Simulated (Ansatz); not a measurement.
# Nudged elastic band of C₃H₅ClSi (part 2 of 2)

The same run, continued: C₃H₅ClSi, SMILES C=C=C([SiH3])Cl; RKS PBE0-D4/def2-SVP (Ansatz 0.2.0). It belongs to a series of runs on one base structure; here: band between the two ends.

Geometry of the input (Å):
```
C  -0.9122  1.9924  -0.4858
C  -0.3834  0.8006  -0.5814
C  0.1507  -0.3947  -0.6245
Si 0.6665  -1.3744  0.8943
Cl 0.4384  -1.1974  -2.1589
H  -0.2866  2.8918  -0.4873
H  -1.9965  2.1274  -0.4070
H  -0.0720  -2.6708  0.9161
H  0.3470  -0.5746  2.1117
H  2.1312  -1.6515  0.8257
```

Log, continued:
```
NEB iter  35: max|band force component| = 6.682e-2 eV/Å  barrier→ = 0.0759 eV  barrier← = 0.0759 eV  CI = image 2  Δτ_max = 0.0087 Å  (161 SCF iters)
the calculation of the forces begins
reference -23570.64660198 eV, -866.2052858648 hartree; 27, 27 occupied and 76, 76 virtual orbitals, 1120 factors
1120 factors; integrals over basis functions are off by at most 3.0e-4 eV
mean field -23570.60860720 eV, -866.2038895824 hartree, gradient 2.4e-5 eV, S^2 0.000000; 1 other end points of the search recorded, 0 dependent functions left out
the calculation of the forces begins
reference -23570.60863512 eV, -866.2038906084 hartree; 27, 27 occupied and 76, 76 virtual orbitals, 1120 factors
NEB iter  36: max|band force component| = 2.453e-2 eV/Å  barrier→ = 0.0759 eV  barrier← = 0.0759 eV  CI = image 2  Δτ_max = 0.0000 Å  (339 SCF iters)
```

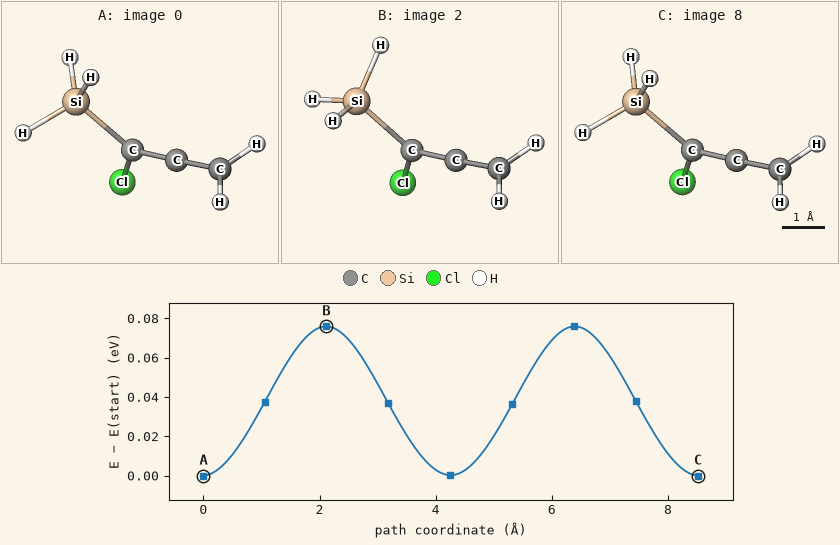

Images of the last band (counted from 0; ball-and-stick, seen at a tilt) above the energy along the path; the line is a cubic interpolation that uses the forces. The highest image is number 2, 0.076 eV above the start and 0.076 eV above the end (the climbing image); start and end have the same energy. The path is 8.51 Å long. The band converged in 36 iterations.

```
Total energy: -23570.81537539 eV, -866.2114881731 hartree
Atom 0 at    -0.805508     2.014783    -0.473046 Å, force    -0.000175    -0.000152    -0.000418 eV/Å
Atom 1 at    -0.393119     0.779632    -0.594875 Å, force     0.000349     0.000501     0.001501 eV/Å
Atom 2 at     0.034190    -0.457413    -0.648965 Å, force     0.000052    -0.001171    -0.003031 eV/Å
Atom 3 at     0.671634    -1.362056     0.882249 Å, force     0.000367     0.000130     0.000438 eV/Å
Atom 4 at     0.031095    -1.334119    -2.167133 Å, force    -0.000393     0.000917     0.001834 eV/Å
Atom 5 at    -0.118148     2.857982    -0.603925 Å, force    -0.000066     0.000061     0.000180 eV/Å
Atom 6 at    -1.852469     2.243595    -0.244807 Å, force    -0.000062     0.000031    -0.000454 eV/Å
Atom 7 at     1.078701    -2.739658     0.487858 Å, force    -0.000031    -0.000232    -0.000026 eV/Å
Atom 8 at    -0.404615    -1.425256     1.915036 Å, force     0.000030    -0.000068    -0.000120 eV/Å
Atom 9 at     1.841338    -0.628691     1.450510 Å, force    -0.000072    -0.000018     0.000096 eV/Å
Dipole moment:    -0.046212     0.261613     0.224845 e Å
this run last wrote the band of iteration 36 to [file]
```

The last band as extended XYZ (Å, eV, eV/Å):
```
10
Properties=species:S:1:pos:R:3:forces:R:3 image=0 energy=-23570.89127
C    -0.9122    1.9924   -0.4858   -0.0007  -0.0002   0.0001
C    -0.3834    0.8006   -0.5814    0.0007   0.0013   0.0002
C     0.1507   -0.3947   -0.6245   -0.0004  -0.0006   0.0002
Si    0.6665   -1.3744    0.8943   -0.0007  -0.0002  -0.0006
Cl    0.4384   -1.1974   -2.1589    0.0016   0.0007   0.0007
H    -0.2866    2.8918   -0.4873   -0.0007   0.0002  -0.0012
H    -1.9965    2.1274   -0.4070    0.0001  -0.0003   0.0006
H    -0.0720   -2.6708    0.9161   -0.0008   0.0001   0.0005
H     0.3470   -0.5746    2.1117    0.0009   0.0001   0.0001
H     2.1312   -1.6515    0.8257    0.0001  -0.0011  -0.0006
10
Properties=species:S:1:pos:R:3:forces:R:3 image=1 energy=-23570.85371
C    -0.8331    2.0138   -0.4817   -0.0145   0.0008   0.0023
C    -0.4072    0.7820   -0.5860   -0.0067  -0.0042   0.0080
C     0.0407   -0.4481   -0.6314    0.0088   0.0036  -0.0103
Si    0.6616   -1.3706    0.8894    0.0018  -0.0027   0.0057
Cl    0.1714   -1.2958   -2.1618    0.0220   0.0080  -0.0001
H    -0.1399    2.8589   -0.5591   -0.0033  -0.0012   0.0075
H    -1.8930    2.2395   -0.3207   -0.0062  -0.0034  -0.0085
H     0.4469   -2.8319    0.6897   -0.0250   0.0036   0.0093
H    -0.0843   -0.8918    2.0893    0.0172   0.0197  -0.0002
H     2.1200   -1.1074    1.0752    0.0059  -0.0241  -0.0137
10
Properties=species:S:1:pos:R:3:forces:R:3 image=2 energy=-23570.81535
C    -0.8055    2.0148   -0.4730   -0.0002  -0.0002  -0.0004
C    -0.3931    0.7796   -0.5949    0.0003   0.0005   0.0015
C     0.0342   -0.4574   -0.6490    0.0001  -0.0012  -0.0030
Si    0.6716   -1.3621    0.8822    0.0004   0.0001   0.0004
Cl    0.0311   -1.3341   -2.1671   -0.0004   0.0009   0.0018
H    -0.1181    2.8580   -0.6039   -0.0001   0.0001   0.0002
H    -1.8525    2.2436   -0.2448   -0.0001   0.0000  -0.0005
H     1.0787   -2.7397    0.4879    0.0000  -0.0002   0.0000
H    -0.4046   -1.4253    1.9150    0.0000  -0.0001  -0.0001
H     1.8413   -0.6287    1.4505   -0.0001   0.0000   0.0001
10
Properties=species:S:1:pos:R:3:forces:R:3 image=3 energy=-23570.85434
C    -0.7957    2.0293   -0.4849    0.0061   0.0022  -0.0016
C    -0.3791    0.7941   -0.5885    0.0006   0.0016   0.0002
C     0.0352   -0.4478   -0.6303   -0.0044  -0.0023   0.0014
Si    0.6907   -1.3631    0.8803    0.0002  -0.0003  -0.0002
Cl   -0.0803   -1.3793   -2.1123   -0.0208  -0.0079   0.0057
H    -0.1288    2.8763   -0.6785    0.0078   0.0008  -0.0098
H    -1.8321    2.2513   -0.2066    0.0080   0.0072   0.0058
H     1.6698   -2.3940    0.4340    0.0233   0.0151  -0.0017
H    -0.4396   -2.0323    1.5906    0.0009  -0.0261  -0.0114
H     1.3430   -0.3858    1.7990   -0.0216   0.0097   0.0116
10
Properties=species:S:1:pos:R:3:forces:R:3 image=4 energy=-23570.89103
C    -0.7405    2.0571   -0.5106   -0.0062  -0.0207  -0.0245
C    -0.4167    0.7916   -0.5665    0.0224   0.0093  -0.0240
C    -0.0641   -0.4698   -0.5821   -0.0163  -0.0059   0.0206
Si    0.6918   -1.3695    0.8849    0.0031   0.0020   0.0013
Cl   -0.2882   -1.4495   -2.0214    0.0010   0.0029   0.0050
H    -0.0223    2.8350   -0.7922   -0.0023   0.0114   0.0139
H    -1.7407    2.3751   -0.1974    0.0002   0.0043   0.0128
H     2.0300   -1.9039    0.4974   -0.0002   0.0002  -0.0013
H    -0.1916   -2.5079    1.2725   -0.0015  -0.0029  -0.0020
H     0.8253   -0.4094    2.0183   -0.0002  -0.0006  -0.0018
10
Properties=species:S:1:pos:R:3:forces:R:3 image=5 energy=-23570.85501
C    -0.7959    2.0212   -0.5221   -0.0098   0.0116  -0.0142
C    -0.4284    0.7681   -0.5835   -0.0094  -0.0132  -0.0179
C    -0.0344   -0.4811   -0.5996    0.0045   0.0100   0.0110
Si    0.6895   -1.3499    0.9066   -0.0023   0.0074   0.0093
Cl   -0.0822   -1.4133   -2.0846    0.0264   0.0038  -0.0125
H    -0.0802    2.8279   -0.7165   -0.0018   0.0018   0.0148
H    -1.8283    2.3038   -0.2903   -0.0093  -0.0061   0.0102
H     2.1703   -1.1579    0.9333    0.0026  -0.0250  -0.0110
H     0.3829   -2.8050    0.8187   -0.0231  -0.0124   0.0093
H     0.0898   -0.7650    2.1408    0.0222   0.0222   0.0010
10
Properties=species:S:1:pos:R:3:forces:R:3 image=6 energy=-23570.81535
C    -0.9495    1.9385   -0.5211   -0.0004   0.0003  -0.0007
C    -0.3731    0.7688   -0.6215   -0.0003  -0.0001   0.0008
C     0.2059   -0.4057   -0.6531    0.0009  -0.0008  -0.0016
Si    0.6636   -1.3369    0.9257    0.0002   0.0005   0.0005
Cl    0.5860   -1.1692   -2.1848    0.0000   0.0007   0.0011
H    -0.3587    2.8604   -0.4804   -0.0001  -0.0002   0.0005
H    -2.0405    2.0323   -0.4834    0.0000  -0.0002  -0.0003
H     1.6206   -0.5226    1.7320    0.0006  -0.0003  -0.0003
H     1.2923   -2.6341    0.5498   -0.0006  -0.0004  -0.0003
H    -0.5636   -1.5826    1.7397   -0.0002   0.0005   0.0002
10
Properties=species:S:1:pos:R:3:forces:R:3 image=7 energy=-23570.85344
C    -1.1092    1.8576   -0.5487    0.0045   0.0042   0.0024
C    -0.3223    0.8143   -0.5952    0.0006   0.0012   0.0002
C     0.4386   -0.2519   -0.5901   -0.0039  -0.0030  -0.0011
Si    0.6417   -1.3610    0.9193    0.0000  -0.0003   0.0000
Cl    1.2635   -0.7680   -2.0498   -0.0175  -0.0136  -0.0063
H    -0.7282    2.8508   -0.2879    0.0106   0.0047  -0.0047
H    -2.1770    1.7668   -0.7779    0.0022   0.0069   0.0097
H     0.5079   -0.5355    2.1542   -0.0264   0.0016   0.0010
H     1.9830   -2.0081    0.8667    0.0158   0.0196   0.0116
H    -0.4149   -2.4161    0.9123    0.0139  -0.0212  -0.0129
10
Properties=species:S:1:pos:R:3:forces:R:3 image=8 energy=-23570.89128
C    -1.1849    1.8272   -0.5443    0.0009  -0.0001   0.0001
C    -0.3493    0.8221   -0.5732   -0.0005  -0.0006   0.0014
C     0.4718   -0.1982   -0.5546   -0.0041   0.0029   0.0022
Si    0.6462   -1.3876    0.8901    0.0003   0.0003  -0.0014
Cl    1.5064   -0.5456   -1.9292    0.0036  -0.0019  -0.0055
H    -0.8780    2.8093   -0.1683   -0.0004  -0.0001  -0.0003
H    -2.2151    1.7184   -0.9009    0.0004   0.0006   0.0007
H    -0.2780   -0.9590    1.9792   -0.0008  -0.0004   0.0000
H     2.0587   -1.3708    1.3708    0.0000   0.0002   0.0018
H     0.3053   -2.7668    0.4334    0.0007  -0.0009   0.0010
```

Key numbers:

```tsv
quantity	value
outcome	converged
barrier, forward	0.076 eV
barrier, backward	0.076 eV
wall time	3.8 min (CPU time 7.2 min)
peak memory	0.27 GiB
```

The order of the saddle point was not checked.
